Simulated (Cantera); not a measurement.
Feed: 1 mol (CH3)2SiCl2, 8.9 mol H2, held at 2.48 Torr.

Equilibrium computed with Cantera from the NASA thermochemical tables; the gas is ideal and each condensed phase is pure. Candidate condensed phases: C, C6H6, C7H8, C8H18, Si, SiC; 109 gas species. The feed counts by its element totals alone. The tables' values for SiCl, SiCl3 are old estimates; treat these amounts as uncertain. Gases not in the tables: Si2H6 and higher silanes. Rates play no part.

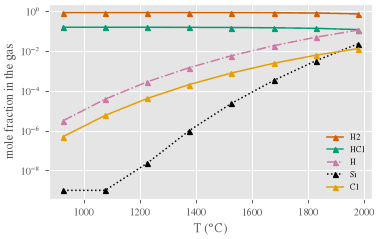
*Equilibrium gas composition (values under 1e-9 drawn at 1e-9)*

From 927 °C to 1977 °C the condensed part is C(graphite) + SiC(s). The main Si-bearing gas is SiCl2 at 927 °C and Si at 1977 °C. The share of Si in condensed phases is highest at 927 °C (99.7 %) and lowest at 1977 °C (50.7 %).
